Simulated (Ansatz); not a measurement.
**ClGeH3O2: molecular dynamics**

Aim: follow the molecule's vibrations and see whether its bonds hold. The start is relaxed first. Runs: 300 steps of 0.5 fs at constant energy, with velocities drawn for 1500 K. SMILES of the start: [OH][GeH]([OH])[Cl].

Method: RKS PBE0/def2-SVP, in Ansatz 0.2.0.

## 1. The structure to begin with

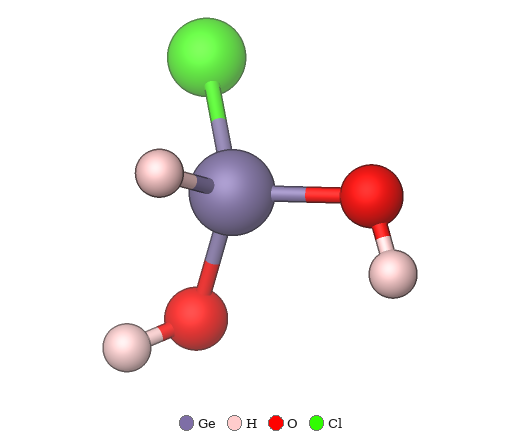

The starting structure, seen from a chosen angle (germanium purple, hydrogen pink, oxygen red, chlorine green).

As a file:

```xyz
7

Ge    0.0000    0.0000    0.0000
H     0.0000    0.0000    1.5500
O     1.6691    0.0000   -0.5894
H     1.9855   -0.9521   -0.7061
Cl   -1.0456    1.8115   -0.7393
O    -0.8337   -1.4443   -0.5894
H    -1.2883   -1.9100    0.1830
```

## 2. Preparing the start

input.yaml

```yaml
crystal:
  periodic: [false, false, false]
  atoms:
    - { symbol: Ge, position_ang: [0.0, 0.0, 0.0] }
    - { symbol: H, position_ang: [0.0, 0.0, 1.55] }
    - { symbol: O, position_ang: [1.6691, 0.0, -0.5894] }
    - { symbol: H, position_ang: [1.9855, -0.9521, -0.7061] }
    - { symbol: Cl, position_ang: [-1.0456, 1.8115, -0.7393] }
    - { symbol: O, position_ang: [-0.8337, -1.4443, -0.5894] }
    - { symbol: H, position_ang: [-1.2883, -1.91, 0.183] }
basis:
  gaussian: { orbitals: def2-SVP }
hamiltonian:
  xc: pbe0
relax:
  f_tol: 0.02
  max_steps: 40
output:
  orbitals: {}
```

The run is started by

```console
ansatz run input.yaml --threads 1 --pin off --max-ram 2048MiB --backend cpu --events-out ev --progress --plain --runs-dir out
```

Standard output, cut to the lines that bear on the results:

```text
Warning: RAYON_NUM_THREADS=1 ignored (pool sized by the plan → 1); use --threads N
[...]
Functional definition: PBE0
[...]
946 factors; integrals over basis functions are off by at most 3.6e-4 eV
[...]
mean field -73156.12784130 eV, -2688.4381111633 hartree, gradient 3.9e-5 eV, S^2 0.000000; 0 other end points of the search recorded, 0 dependent functions left out
[...]
reference -73156.12786352 eV, -2688.4381119798 hartree; 34, 34 occupied and 59, 59 virtual orbitals, 946 factors
relax step   1: F+E_penalty+E_count = -73156.12784130 eV  Δ(F+E_penalty+E_count) = +0.000e0 eV  max|allowed force component| = 1.900e0 eV/Å  Δτ_max = 0.0000 Å  (26 SCF iters, accepted)
[...]
relax step   5: F+E_penalty+E_count = -73156.38508926 eV  Δ(F+E_penalty+E_count) = -5.239e-2 eV  max|allowed force component| = 5.343e-1 eV/Å  Δτ_max = 0.0914 Å  (30 SCF iters, accepted)
[...]
relax step   9: F+E_penalty+E_count = -73156.20721819 eV  Δ(F+E_penalty+E_count) = +2.126e-1 eV  max|allowed force component| = 3.149e0 eV/Å  Δτ_max = 0.1990 Å  (31 SCF iters, rejected (line search))
[...]
relax step  13: F+E_penalty+E_count = -73156.44626806 eV  Δ(F+E_penalty+E_count) = -1.575e-3 eV  max|allowed force component| = 1.067e-1 eV/Å  Δτ_max = 0.0304 Å  (26 SCF iters, accepted)
[...]
relax step  15: F+E_penalty+E_count = -73156.44724962 eV  Δ(F+E_penalty+E_count) = +4.951e-4 eV  max|allowed force component| = 2.189e-1 eV/Å  Δτ_max = 0.0376 Å  (27 SCF iters, rejected (line search))
[...]
relax step  16: F+E_penalty+E_count = -73156.44783307 eV  Δ(F+E_penalty+E_count) = -8.831e-5 eV  max|allowed force component| = 1.500e-2 eV/Å  Δτ_max = 0.0093 Å  (27 SCF iters, accepted)
947 factors; integrals over basis functions are off by at most 3.8e-4 eV
mean field -73156.44783307 eV, -2688.4498706440 hartree, gradient 7.5e-5 eV, S^2 0.000000; 1 other end points of the search recorded, 0 dependent functions left out
[...]
reference -73156.44785471 eV, -2688.4498714393 hartree; 34, 34 occupied and 59, 59 virtual orbitals, 947 factors
Total energy: -73156.44785471 eV, -2688.4498714393 hartree
Atom 0 at     0.086598    -0.111911     0.259498 Å, force     0.005602    -0.006300    -0.014573 eV/Å
Atom 1 at     0.144574     0.266353     1.733839 Å, force    -0.007017     0.003806    -0.004256 eV/Å
Atom 2 at     1.740308    -0.179859    -0.320150 Å, force    -0.003731    -0.008977    -0.007154 eV/Å
Atom 3 at     1.814545    -0.586331    -1.191836 Å, force     0.002891     0.004152     0.008296 eV/Å
Atom 4 at    -1.063314     1.350978    -0.845349 Å, force    -0.002356     0.005510     0.010418 eV/Å
Atom 5 at    -0.678223    -1.666193    -0.072148 Å, force     0.011973     0.001877     0.014997 eV/Å
Atom 6 at    -1.557489    -1.567937    -0.455054 Å, force    -0.007362    -0.000068    -0.007729 eV/Å
Dipole moment:    -0.169444    -0.143461    -0.074888 e Å
```

Run time: 41 s. Hardware: 1 thread of Intel Xeon 6975P-C (Granite Rapids), shared host; peak memory 0.22 GiB.

Relaxation path:

```
step  energy from step 1 (eV)  largest force component (eV/Å)
   1                   0.0000                          1.8997
   2                  -0.1558                          1.1401
   3                  -0.1916                          0.7634
   4                  -0.2049                          0.8632
   5                  -0.2572                          0.5343
   6                  -0.2806                          0.4026
   7                  -0.2866                          0.6388
   8                  -0.2920                          0.7522
  9x                  -0.0794                          3.1489
  10                  -0.3115                          0.1357
  11                  -0.3169                          0.1942
 12x                  -0.3160                          0.4732
  13                  -0.3184                          0.1067
  14                  -0.3199                          0.0179
 15x                  -0.3194                          0.2189
  16                  -0.3200                          0.0150
```

Step 1 is the start. 3 steps were tried and not accepted (9, 12, 15; marked x where the table lists them).

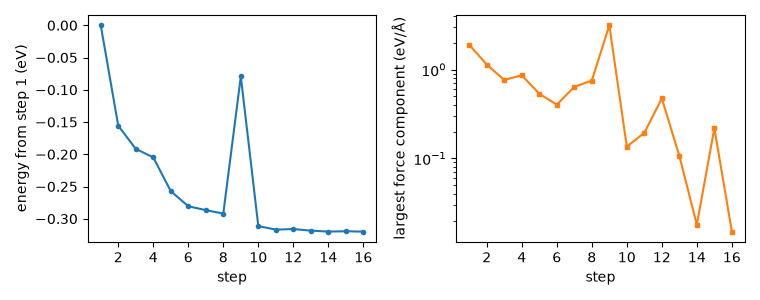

Energy and largest force along the relaxation.

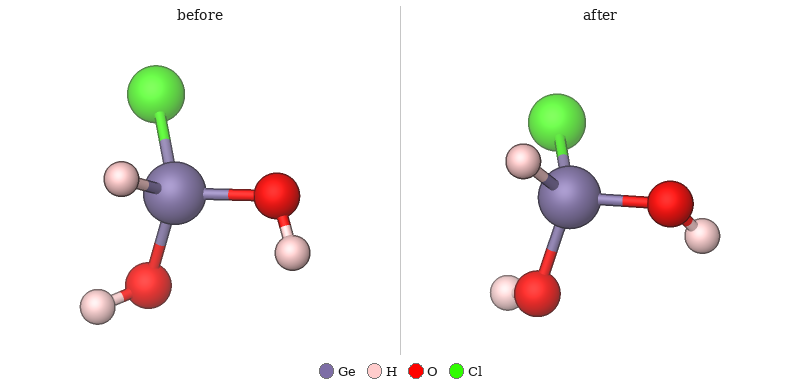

The structure before (left) and after (right), drawn at the same scale.

After: Bond lengths: Ge1–H2 1.523 Å, Ge1–O3 1.754 Å, O3–H4 0.965 Å, Ge1–Cl5 2.164 Å, Ge1–O6 1.764 Å, O6–H7 0.964 Å. Angles: H2–Ge1–O3 107.1°, H2–Ge1–Cl5 110.3°, H2–Ge1–O6 114.7°, O3–Ge1–Cl5 111.0°, O3–Ge1–O6 108.2°, Cl5–Ge1–O6 105.6°, Ge1–O3–H4 112.8°, Ge1–O6–H7 112.4°.

## 3. Dynamics

300 steps of 0.5 fs at constant energy, with velocities drawn for 1500 K, from the relaxed start.

input.yaml

```yaml
crystal:
  periodic: [false, false, false]
  atoms:
    - { symbol: Ge, position_ang: [0.086598, -0.111911, 0.259498] }
    - { symbol: H, position_ang: [0.144574, 0.266353, 1.733839] }
    - { symbol: O, position_ang: [1.740308, -0.179859, -0.32015] }
    - { symbol: H, position_ang: [1.814545, -0.586331, -1.191836] }
    - { symbol: Cl, position_ang: [-1.063314, 1.350978, -0.845349] }
    - { symbol: O, position_ang: [-0.678223, -1.666193, -0.072148] }
    - { symbol: H, position_ang: [-1.557489, -1.567937, -0.455054] }
basis:
  gaussian: { orbitals: def2-SVP }
hamiltonian:
  xc: pbe0
md:
  timestep: 0.5
  n_steps: 300
  ensemble: nve
  temperature: 1500.0
  initial_velocities: maxwell_boltzmann
  seed: 978198
```

The run is started by

```console
ansatz run input.yaml --threads 1 --pin off --max-ram 2048MiB --backend cpu --events-out ev --progress --plain --runs-dir out
```

Standard output, cut to the lines that bear on the results:

```text
Warning: RAYON_NUM_THREADS=1 ignored (pool sized by the plan → 1); use --threads N
[...]
Functional definition: PBE0
[...]
948 factors; integrals over basis functions are off by at most 3.2e-4 eV
[...]
mean field -73156.44782848 eV, -2688.4498704752 hartree, gradient 2.6e-5 eV, S^2 0.000000; 0 other end points of the search recorded, 0 dependent functions left out
[...]
reference -73156.44785036 eV, -2688.4498712792 hartree; 34, 34 occupied and 59, 59 virtual orbitals, 948 factors
md step     0: t =     0.00 fs  T =  1500.0 K  F+E_penalty+E_count = -73156.44782848 eV  E_kin = 0.969450 eV  conserved = -73155.47837849 eV  (26 SCF iters)
[...]
md step    20: t =    10.00 fs  T =   228.3 K  F+E_penalty+E_count = -73155.62208041 eV  E_kin = 0.147535 eV  conserved = -73155.47454549 eV  (28 SCF iters)
[...]
md step    40: t =    20.00 fs  T =  1160.1 K  F+E_penalty+E_count = -73156.22713690 eV  E_kin = 0.749742 eV  conserved = -73155.47739473 eV  (27 SCF iters)
[...]
md step    60: t =    30.00 fs  T =   521.2 K  F+E_penalty+E_count = -73155.81385839 eV  E_kin = 0.336832 eV  conserved = -73155.47702658 eV  (27 SCF iters)
[...]
md step    79: t =    39.50 fs  T =   735.1 K  F+E_penalty+E_count = -73155.95098258 eV  E_kin = 0.475127 eV  conserved = -73155.47585537 eV  (27 SCF iters)
md step    80: t =    40.00 fs  T =   758.9 K  F+E_penalty+E_count = -73155.96592044 eV  E_kin = 0.490506 eV  conserved = -73155.47541472 eV  (28 SCF iters)
```

## 4. More of the same log: dynamics from the start

Output, continued, cut to the lines that bear on the results:

```text
md step    81: t =    40.50 fs  T =   805.4 K  F+E_penalty+E_count = -73155.99583253 eV  E_kin = 0.520505 eV  conserved = -73155.47532758 eV  (27 SCF iters)
[...]
md step   107: t =    53.50 fs  T =   628.2 K  F+E_penalty+E_count = -73155.88088374 eV  E_kin = 0.406030 eV  conserved = -73155.47485413 eV  (27 SCF iters)
[...]
md step   133: t =    66.50 fs  T =   737.3 K  F+E_penalty+E_count = -73155.95179629 eV  E_kin = 0.476535 eV  conserved = -73155.47526109 eV  (28 SCF iters)
[...]
md step   159: t =    79.50 fs  T =   449.0 K  F+E_penalty+E_count = -73155.76482902 eV  E_kin = 0.290198 eV  conserved = -73155.47463137 eV  (27 SCF iters)
[...]
md step   183: t =    91.50 fs  T =  1063.9 K  F+E_penalty+E_count = -73156.16331228 eV  E_kin = 0.687628 eV  conserved = -73155.47568434 eV  (27 SCF iters)
md step   184: t =    92.00 fs  T =  1089.3 K  F+E_penalty+E_count = -73156.17958993 eV  E_kin = 0.703991 eV  conserved = -73155.47559923 eV  (28 SCF iters)
```

## 5. The output, continued: dynamics from the start

The log, continued, cut to the lines that bear on the results:

```text
md step   185: t =    92.50 fs  T =  1131.7 K  F+E_penalty+E_count = -73156.20731749 eV  E_kin = 0.731430 eV  conserved = -73155.47588711 eV  (28 SCF iters)
[...]
md step   206: t =   103.00 fs  T =   360.3 K  F+E_penalty+E_count = -73155.71013945 eV  E_kin = 0.232837 eV  conserved = -73155.47730210 eV  (28 SCF iters)
[...]
md step   227: t =   113.50 fs  T =  1012.8 K  F+E_penalty+E_count = -73156.13009554 eV  E_kin = 0.654544 eV  conserved = -73155.47555171 eV  (27 SCF iters)
[...]
md step   248: t =   124.00 fs  T =   690.8 K  F+E_penalty+E_count = -73155.92411922 eV  E_kin = 0.446475 eV  conserved = -73155.47764406 eV  (27 SCF iters)
[...]
md step   299: t =   149.50 fs  T =   762.0 K  F+E_penalty+E_count = -73155.96947943 eV  E_kin = 0.492461 eV  conserved = -73155.47701869 eV  (27 SCF iters)
[...]
md step   300: t =   150.00 fs  T =   767.6 K  F+E_penalty+E_count = -73155.97382084 eV  E_kin = 0.496091 eV  conserved = -73155.47773007 eV  (28 SCF iters)
Total energy: -73155.97384274 eV, -2688.4324518205 hartree
Atom 0 at     0.034169    -0.137230     0.254385 Å, force     2.103594     1.221090    -1.717347 eV/Å
Atom 1 at    -0.237604     0.535642     1.559985 Å, force     0.407375    -0.467846     0.925870 eV/Å
Atom 2 at     1.779806    -0.252934    -0.409086 Å, force    -1.725587     0.827801     0.061961 eV/Å
Atom 3 at     1.928108     0.355369    -1.174197 Å, force    -0.341344    -0.568589     0.968171 eV/Å
Atom 4 at    -1.020676     1.437716    -0.836615 Å, force     0.087067    -0.309533    -0.461128 eV/Å
Atom 5 at    -0.601716    -1.718739     0.053143 Å, force    -0.480639    -0.588425     0.961417 eV/Å
Atom 6 at    -0.851968    -2.011179    -0.814603 Å, force    -0.050467    -0.114499    -0.738945 eV/Å
Dipole moment:    -0.037320    -0.048216    -0.140706 e Å
```

Wall time 12 min (1 thread of Intel Xeon 6975P-C (Granite Rapids), shared host); peak memory 0.22 GiB.

## 6. Frames and traces

One step in 22; energies are changes from step 0:

```
time (fs)  T (K)  potential energy change (meV/atom)  total energy change (meV/atom)
      0.0   1500                                 0.0                            0.00
     11.0    291                               112.0                            0.41
     22.0   1068                                40.2                            0.31
     33.0    322                               109.2                            0.37
     44.0   1136                                33.9                            0.28
     55.0    694                                74.4                            0.07
     66.0    703                                74.0                            0.45
     77.0    894                                56.1                            0.13
     88.0    648                                79.2                            0.50
     99.0    721                                72.2                            0.25
    110.0    697                                74.5                            0.39
    121.0    895                                55.9                            0.11
    132.0    691                                74.9                            0.25
    143.0    792                                65.7                            0.34
    150.0    768                                67.7                            0.09
```

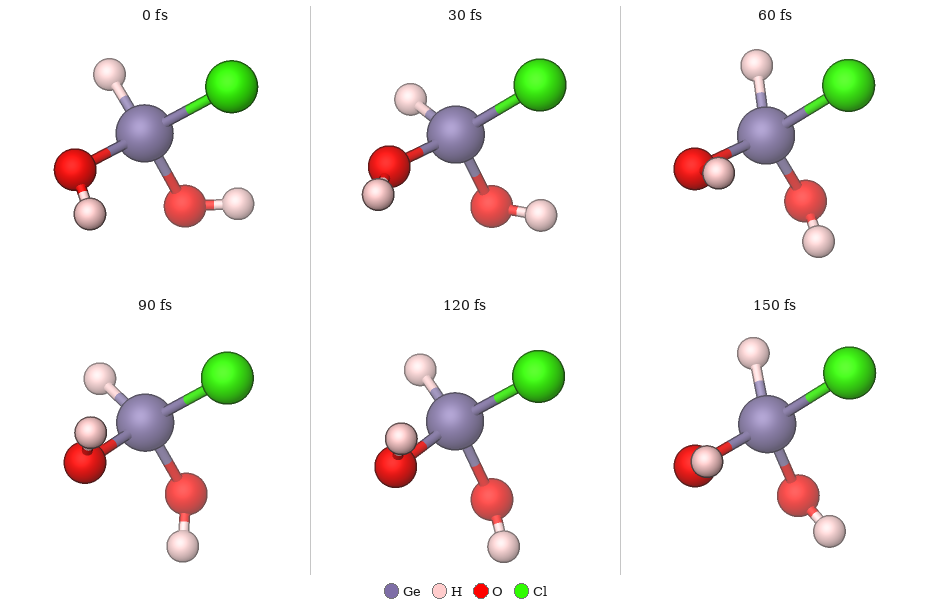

Six frames of the run, seen from a chosen angle. Sticks join atoms within a bonding distance in each frame.

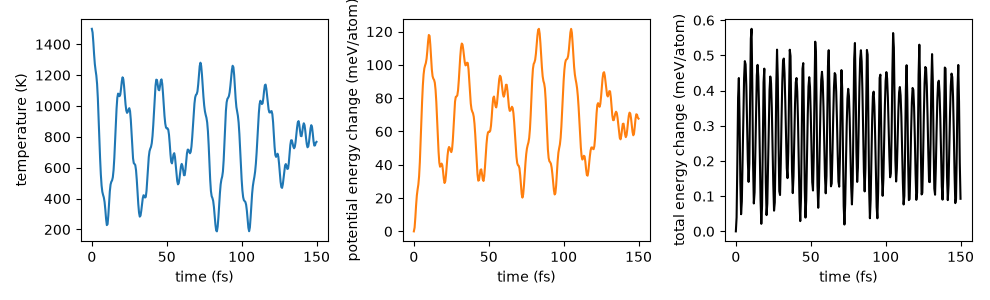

Traces against time; each panel has its own scale.

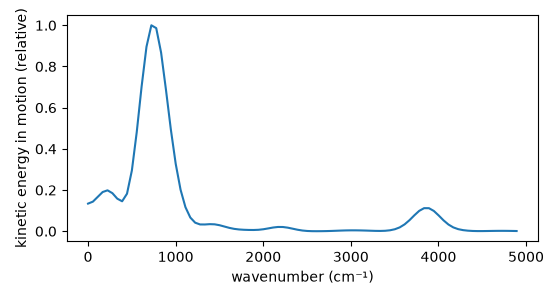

Power spectrum of the mass-weighted velocities; a run of 150 fs resolves no finer than about 440 cm⁻¹.

Maxima of the velocity power spectrum (cm⁻¹, relative height; resolution about 440 cm⁻¹): 220 (20), 720 (100), 3840 (11).

## 7. Positions and forces

Positions (Å) and forces (eV/Å):

```xyz
7
time_fs=19.0 T=1074 dE=0.2784
Ge    0.060   -0.134    0.242    1.601    0.945   -0.187
H    -0.008    0.468    1.671    0.341   -0.646   -0.320
O     1.782   -0.134   -0.344   -1.213    0.059    1.058
H     1.998   -0.317   -1.262   -0.399   -0.102   -0.125
Cl   -1.034    1.382   -0.833   -0.198   -0.086   -0.376
O    -0.679   -1.703    0.022    2.315   -0.146    2.019
H    -1.375   -1.704   -0.571   -2.447   -0.025   -2.069
7
time_fs=37.5 T=604 dE=0.5801
Ge    0.079   -0.128    0.231   -2.436   -1.781    1.591
H     0.406   -0.287    1.753   -0.605    0.834   -0.408
O     1.652   -0.119   -0.312    3.392    0.143   -1.491
H     2.054    0.021   -1.181   -0.567   -0.035    0.259
Cl   -1.021    1.405   -0.852    0.041   -0.280    0.400
O    -0.699   -1.757    0.076    0.908    1.242    0.764
H    -1.269   -1.919   -0.654   -0.733   -0.123   -1.115
7
time_fs=56.0 T=618 dE=0.5715
Ge    0.051   -0.167    0.256    2.006    2.628   -0.340
H    -0.230    0.519    1.598    0.519   -0.766    0.258
O     1.817   -0.085   -0.409   -2.770    0.042   -0.042
H     1.594    0.302   -1.290    0.643   -0.234    0.669
Cl   -1.004    1.401   -0.847    0.102   -0.238   -0.493
O    -0.738   -1.663    0.076   -0.654   -2.154   -1.652
H    -0.779   -2.055   -0.844    0.152    0.722    1.600
7
time_fs=75.0 T=1003 dE=0.3237
Ge    0.075   -0.131    0.274   -1.825   -1.436   -0.155
H     0.200   -0.087    1.776   -0.244    0.449    0.332
O     1.628   -0.108   -0.432    1.858    0.086   -0.872
H     1.859    0.618   -1.034   -0.311   -0.362    0.261
Cl   -0.978    1.374   -0.865   -0.142    0.126    0.306
O    -0.780   -1.712    0.025    1.550   -0.550   -1.926
H    -0.434   -2.264   -0.772   -0.885    1.688    2.054
7
time_fs=94.0 T=1261 dE=0.1551
Ge    0.047   -0.134    0.302    1.581    0.870   -0.558
H     0.074    0.165    1.821   -0.076   -0.037   -0.424
O     1.657   -0.158   -0.528   -0.813   -0.638    0.979
H     1.849    0.698   -0.905    0.060    0.436   -0.223
Cl   -0.964    1.357   -0.866   -0.302    0.377    0.113
O    -0.713   -1.635   -0.022   -0.181   -1.696   -0.369
H    -0.293   -2.224   -0.683   -0.269    0.689    0.482
7
time_fs=112.5 T=1034 dE=0.3020
Ge    0.048   -0.118    0.312    0.186   -0.112   -0.875
H    -0.287    0.448    1.744    0.662   -0.743   -0.505
O     1.663   -0.229   -0.543   -1.242   -0.378    1.405
H     1.837    0.633   -0.915    0.218    0.558   -0.304
Cl   -0.978    1.374   -0.862   -0.110    0.259   -0.237
O    -0.670   -1.700   -0.044   -0.091    0.779    1.298
H    -0.287   -2.028   -0.848    0.377   -0.365   -0.782
7
time_fs=131.0 T=595 dE=0.5887
Ge    0.053   -0.106    0.280   -1.343   -1.547    0.891
H     0.377   -0.244    1.792   -0.737    0.794   -0.190
O     1.578   -0.267   -0.417    2.537    0.059   -1.220
H     2.002    0.385   -0.976   -0.087    0.181   -0.081
Cl   -1.002    1.415   -0.870    0.062   -0.195    0.578
O    -0.584   -1.753   -0.003   -0.271    1.436    3.024
H    -0.625   -1.947   -0.896   -0.161   -0.729   -3.002
7
time_fs=150.0 T=768 dE=0.4740
Ge    0.034   -0.137    0.254    2.104    1.221   -1.717
H    -0.238    0.536    1.560    0.407   -0.468    0.926
O     1.780   -0.253   -0.409   -1.726    0.828    0.062
H     1.928    0.355   -1.174   -0.341   -0.569    0.968
Cl   -1.021    1.438   -0.837    0.087   -0.309   -0.461
O    -0.602   -1.719    0.053   -0.481   -0.588    0.961
H    -0.852   -2.011   -0.815   -0.051   -0.115   -0.739
```

## 8. What came out

```
                          quantity                           value
           relaxation of the start        12 moves, 0.320 eV lower
                            length             300 steps of 0.5 fs
  temperature, first and last step                  1500 and 768 K
          temperature, second half  mean 734 K, from 188 to 1261 K
     potential energy, second half     +71 meV/atom from the start
largest change of the total energy                   0.58 meV/atom
            bonds formed or broken                               0
```

What this shows: The temperature starts at 1500 K and averages 734 K in the second half, where it ranges from 188 to 1261 K; a mean near half the start is what vibrations about a minimum give, since they share energy equally between motion and strain. The total energy strays from its start by at most 0.58 meV/atom, 0.8 % of the mean kinetic energy, which is good for a step of 0.5 fs. No bond forms or breaks. A run of 150 fs with 7 atoms shows the motion but fixes no equilibrium value. The nuclei move classically, without zero-point motion, which matters most for hydrogen.
